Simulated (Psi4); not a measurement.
# C3HF3 (3,3,3-trifluoroprop-1-yne) at wB97M-V/cc-pVDZ

Aim: the vertical ionisation energy of C3HF3 (3,3,3-trifluoroprop-1-yne) at wB97M-V/cc-pVDZ, from 2 runs. 

Program for the calculation: Psi4 1.11.

### Step 1. The molecule

C3HF3 has 7 atoms, charge 0, and is taken as a singlet. SMILES: `C#CC(F)(F)F`. The coordinates come from a PBE0-D4/def2-TZVP relaxation.

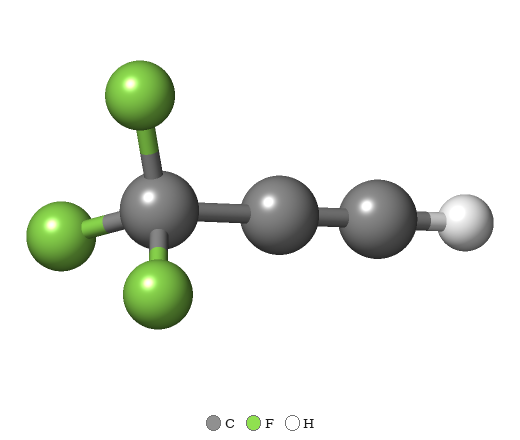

Viewed from a chosen angle; carbon grey, fluorine green, hydrogen white.

### Step 2. The energy at wB97M-V/cc-pVDZ

The input, job.json:

```json
{
  "schema_name": "qcschema_input",
  "schema_version": 1,
  "molecule": {
    "schema_name": "qcschema_molecule",
    "schema_version": 2,
    "symbols": ["C", "C", "C", "F", "F", "F", "H"],
    "geometry": [2.34348716, -2.31361059, 0.10746872, 0.73672863, -0.72728, 0.03369382, -1.22732043, 1.21167349, -0.05629494, -3.45785866, 0.22174046, -0.69609952, -0.66833944, 2.99863631, -1.74712739, -1.50229447, 2.33628731, 2.1851848, 3.77561611, -3.72744699, 0.1731745],
    "molecular_charge": 0,
    "molecular_multiplicity": 1,
    "fix_symmetry": "c1"
  },
  "driver": "energy",
  "model": {
    "method": "wb97m-v",
    "basis": "cc-pVDZ"
  },
  "keywords": {
    "reference": "rks",
    "puream": true,
    "e_convergence": 1e-09,
    "d_convergence": 1e-08,
    "scf_type": "pk",
    "dft_radial_points": 99,
    "dft_spherical_points": 590
  }
}
```

Started as:

```
$ psi4 --qcschema job.json -n 1 --memory 2200MB
```

stdout:

```text
[...]
  Running in c1 symmetry.
[...]
  Nuclear repulsion =  231.021486260133770
[...]
  Multiplicity = 1
[...]
  Nalpha       = 23
  Nbeta        = 23
[...]
    Number of basis functions: 89
[...]
   @RKS iter   1:  -414.15403693431830   -5.86521e-01   6.33920e-03 ADIIS/DIIS
[...]
   @RKS iter  11:  -414.28711363400174   -1.19371e-12   1.99379e-09 DIIS
[...]
    Orbital Energies [Eh]
    ---------------------
    Doubly Occupied:
       1A    -24.957105     2A    -24.957096     3A    -24.957092
       4A    -10.629741     5A    -10.401003     6A    -10.392753
       7A     -1.461985     8A     -1.369658     9A     -1.369655
      10A     -0.934378    11A     -0.848727    12A     -0.749882
      13A     -0.714646    14A     -0.714645    15A     -0.656624
      16A     -0.584349    17A     -0.584348    18A     -0.544722
      19A     -0.544721    20A     -0.527693    21A     -0.520176
      22A     -0.419639    23A     -0.419638
[...]
  @RKS Final Energy:  -414.28711363400174
   => Energetics <=
    Nuclear Repulsion Energy =            231.0214862601337700
    One-Electron Energy =               -1030.2098995670155546
    Two-Electron Energy =                 419.6515815534639842
    DFT Exchange-Correlation Energy =     -34.9371938806457365
    Empirical Dispersion Energy =           0.0000000000000000
    VV10 Nonlocal Energy =                  0.1869120000617696
    Total Energy =                       -414.2871136340017415
[...]
 Multipole Moments:
 ------------------------------------------------------------------------------------
     Multipole            Electronic (a.u.)      Nuclear  (a.u.)        Total (a.u.)
 ------------------------------------------------------------------------------------
 L = 1.  Multiply by 2.5417464519 to convert [e a0] to [Debye]
 Dipole X            :         -3.2048793            3.8209523            0.6160729
 Dipole Y            :          3.1639772           -3.7721937           -0.6082165
 Dipole Z            :         -0.1469432            0.1752039            0.0282607
 Magnitude           :                                                    0.8661823
[...]
```

The result, in JSON:

```text
{
 "driver": "energy",
 "model": {
  "method": "wb97m-v",
  "basis": "cc-pVDZ"
 },
 "success": true,
 "return_result": -414.28711363400174,
 "properties": {
  "calcinfo_nbasis": 89,
  "calcinfo_nmo": 89,
  "calcinfo_nalpha": 23,
  "calcinfo_nbeta": 23,
  "calcinfo_natom": 7,
  "nuclear_repulsion_energy": 231.02148626013377,
  "return_energy": -414.28711363400174,
  "scf_one_electron_energy": -1030.2098995670156,
  "scf_two_electron_energy": 419.651581553464,
  "scf_vv10_energy": 0.1869120000617696,
  "scf_xc_energy": -34.93719388064574,
  "scf_dipole_moment": [0.616072926197964, -0.6082164985924039, 0.028260702429612955],
  "scf_total_energy": -414.28711363400174,
  "scf_iterations": 11
 }
}
```

Run time: 73 s. Hardware: 1 thread of Intel Xeon 6975P-C (Granite Rapids), shared host; peak memory 1.5 GiB.

### Step 3. The doublet cation, same level

The input, job.in:

```
memory 2.2 GB

molecule {
  1 2
  C      1.240120    -1.224310     0.056870
  C      0.389860    -0.384860     0.017830
  C     -0.649470     0.641190    -0.029790
  F     -1.829820     0.117340    -0.368360
  F     -0.353670     1.586810    -0.924540
  F     -0.794980     1.236310     1.156350
  H      1.997970    -1.972480     0.091640
  symmetry c1
}

set {
  basis                cc-pVDZ
  reference            uks
  puream               true
  e_convergence        1e-09
  d_convergence        1e-08
  scf_type             pk
  dft_radial_points    99
  dft_spherical_points 590
  maxiter              100
}

result, w = energy("wb97m-v", return_wfn=True)
```

Started as:

```
$ psi4 -n 1 job.in job.out
```

job.out:

```text
[...]
  Running in c1 symmetry.
[...]
  Nuclear repulsion =  231.021486174478355
[...]
  Multiplicity = 2
[...]
  Nalpha       = 23
  Nbeta        = 22
[...]
    Number of basis functions: 89
[...]
   @UKS iter   1:  -413.74721019671631   -1.79694e-01   5.36880e-03 ADIIS/DIIS
[...]
   @UKS iter  17:  -413.85066101150073   -6.30962e-12   7.10345e-09 DIIS
[...]
   @S^2 Observed:                7.515964158E-01
[...]
    Orbital Energies [Eh]
    ---------------------
    Alpha Occupied:
       1A    -25.181744     2A    -25.176061     3A    -25.170050
       4A    -10.867247     5A    -10.769072     6A    -10.765450
       7A     -1.679689     8A     -1.587819     9A     -1.582043
      10A     -1.289319    11A     -1.127591    12A     -0.990713
      13A     -0.961875    14A     -0.933450    15A     -0.929121
      16A     -0.807354    17A     -0.799322    18A     -0.781605
      19A     -0.770150    20A     -0.763273    21A     -0.747230
      22A     -0.735941    23A     -0.728713
    Alpha Virtual:
      24A     -0.233980    25A     -0.213739    26A     -0.089494
[...]
  @UKS Final Energy:  -413.85066101150073
   => Energetics <=
    Nuclear Repulsion Energy =            231.0214861744783548
    One-Electron Energy =               -1018.5781670846070028
    Two-Electron Energy =                 408.2685433367000201
    DFT Exchange-Correlation Energy =     -34.7468661687570801
    Empirical Dispersion Energy =           0.0000000000000000
    VV10 Nonlocal Energy =                  0.1843427306849856
    Total Energy =                       -413.8506610115007334
  UHF NO Occupations:
  HONO-2 :   21  A 1.9997792
  HONO-1 :   22  A 1.9997205
[...]
 Multipole Moments:
 ------------------------------------------------------------------------------------
     Multipole            Electronic (a.u.)      Nuclear  (a.u.)        Total (a.u.)
 ------------------------------------------------------------------------------------
 L = 1.  Multiply by 2.5417464519 to convert [e a0] to [Debye]
 Dipole X            :         -1.2845211            3.8209523            2.5364312
 Dipole Y            :          1.2577551           -3.7721937           -2.5144386
 Dipole Z            :         -0.0330201            0.1752039            0.1421838
 Magnitude           :                                                    3.5743672
[...]
```

It took 2 min on 1 thread of Intel Xeon 6975P-C (Granite Rapids), shared host; peak memory 1.5 GiB.

### Step 4. Results

Level: wB97M-V/cc-pVDZ.

| quantity | value |
| --- | --- |
| singlet C3HF3: total energy | -414.28711 Eh |
| singlet C3HF3: dipole moment | 2.20 D |
| singlet C3HF3: HOMO energy | -11.42 eV |
| singlet C3HF3: LUMO energy | 2.39 eV |
| singlet C3HF3: HOMO–LUMO gap | 13.81 eV |
| doublet cation: total energy | -413.85066 Eh |
| doublet cation: HOMO energy (highest over α and β) | -19.75 eV |
| doublet cation: LUMO energy (lowest over α and β) | -12.27 eV |
| doublet cation: ⟨S²⟩ | 0.752 |
| vertical ionisation energy (to the doublet cation) | 11.876 eV |

In words: The vertical ionisation energy comes to 11.88 eV (274 kcal/mol). The negative HOMO energy of the first species, 11.42 eV, lies 0.46 eV below that difference.
